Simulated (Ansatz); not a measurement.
# H₂MoNO₃ (charge −1): what the fields show

Input

```
crystal:
  periodic: [false, false, false]
  atoms:
    - {symbol: Mo, position_ang: [0.366636, 0.647384, 0.221481]}
    - {symbol: O, position_ang: [0.323391, 0.584120, 1.958791]}
    - {symbol: O, position_ang: [2.011022, 0.595058, -0.335435]}
    - {symbol: O, position_ang: [-0.482202, 2.056661, -0.336012]}
    - {symbol: N, position_ang: [-0.557736, -0.951411, -0.573140]}
    - {symbol: H, position_ang: [-0.104991, -1.859303, -0.510155]}
    - {symbol: H, position_ang: [-1.556120, -1.072509, -0.425530]}
basis:
  gaussian: {orbitals: def2-TZVPD, initial_orbitals: start.molden}
total_charge: -1
hamiltonian: {xc: pbe0, dispersion: d4}
scf: {omitted_lower_state_checks: [starts]}
output: {forces: true, orbitals: {seedname: orbitals}}
```

Launched as:

```sh
ansatz run in.yaml --threads 4 --pin off --events-out ev --progress --plain --max-ram 3916MiB
```

Geometry: r2SCAN-D4/def2-SVPD; core potentials replace the inner electrons of Mo; not at a stationary point (largest force 0.8 eV/Å).

Theory: Ansatz, RKS PBE0-D4/def2-TZVPD.

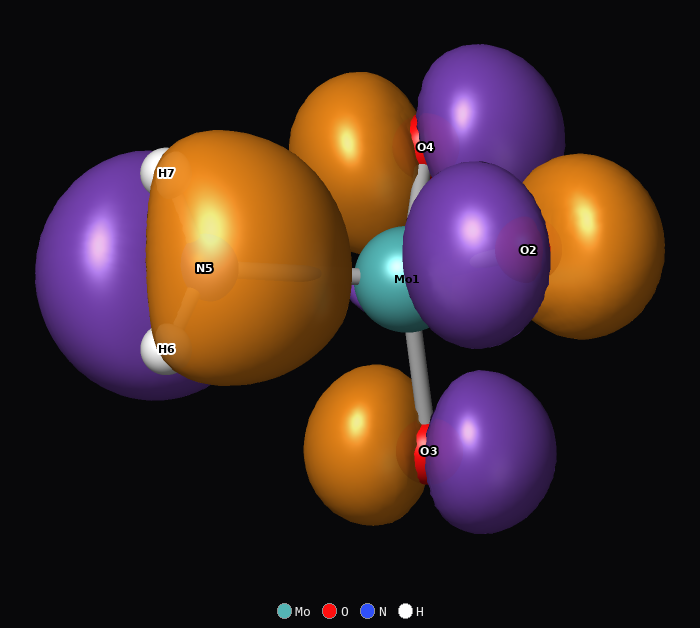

Figure 1. The HOMO at ±0.08 Å⁻³ᐟ² (orange and purple are the two phases), seen at a tilt.

Q: Describe this orbital and give its energy.

A: By Hirshfeld shares it lies mainly on N5 (about 40 %), O2 (about 20 %), O4 (about 15 %) and O3 (about 10 %); largely a combination of lone pairs on N5, O2, O4 and O3. Its energy is −2.94 eV.

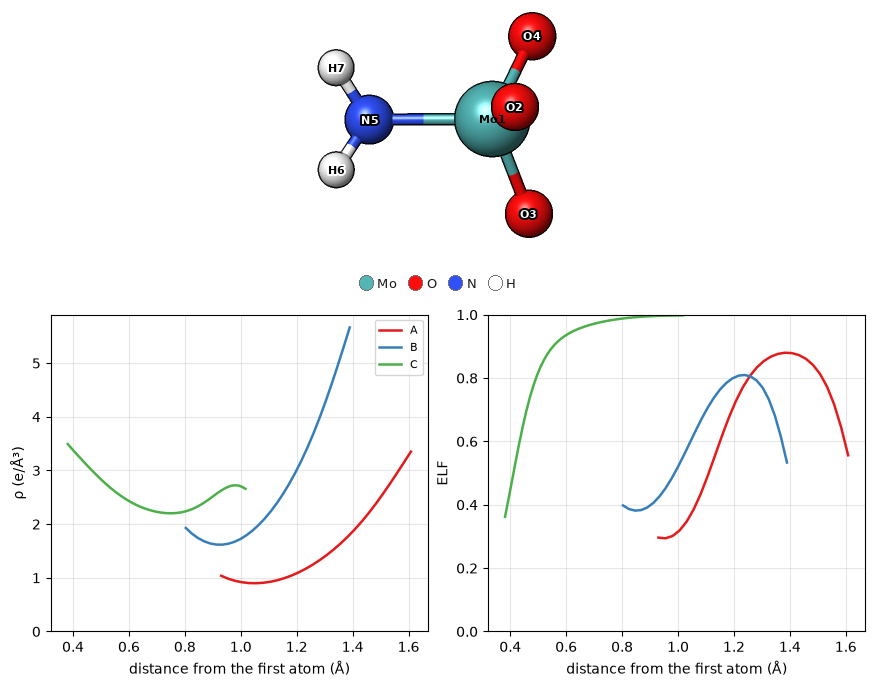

Figure 2. Electron density and electron localisation function along straight lines between neighbouring atoms. The curves leave out the atomic cores. The structure is drawn too.

Q: Which curve belongs to which contact (Mo–N, Mo–O and N–H)? The first atom named is at distance zero.

A: Curve A: Mo–N (2.01 Å): the density is about 0.92 e/Å³ at the midpoint; the ELF peaks at about 0.90 in the valence shell of N, 0.6 Å from its nucleus, and is about 0.30 at the midpoint. Curve B: Mo–O (1.74 Å): ρ at the midpoint is about 1.7 e/Å³; the ELF peaks at about 0.80 in the valence shell of O, 0.5 Å from its nucleus, and drops to about 0.40 between the two atoms. Curve C: N–H (1.02 Å): ρ at the midpoint is about 2.8 e/Å³; the ELF climbs to about 1 towards the hydrogen, as it does in any bond to H (a covalent bond by its length).

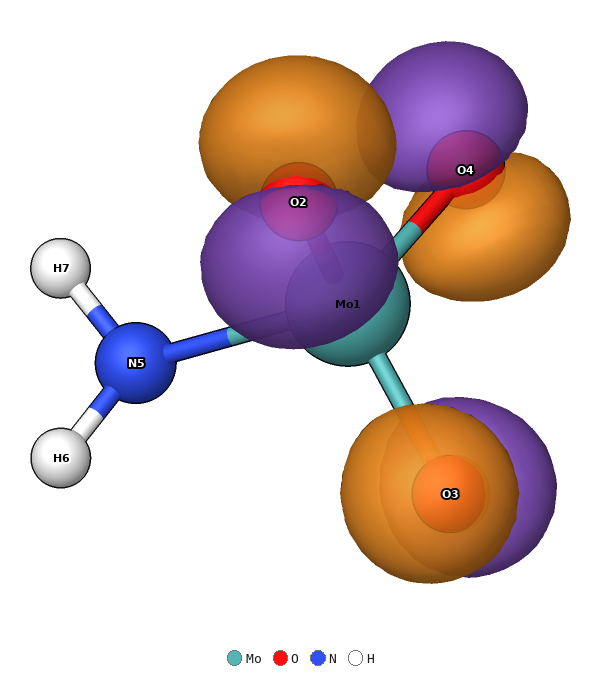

Figure 3. The HOMO−1 at ±0.15 Å⁻³ᐟ² (orange and purple are the two phases), seen at a tilt.

Q: Describe this orbital and give its energy.

A: It lies mainly on O2 (about 40 %), O3 (about 25 %) and O4 (about 25 %); largely a combination of lone pairs on O2, O3 and O4. Its energy is −3.01 eV.
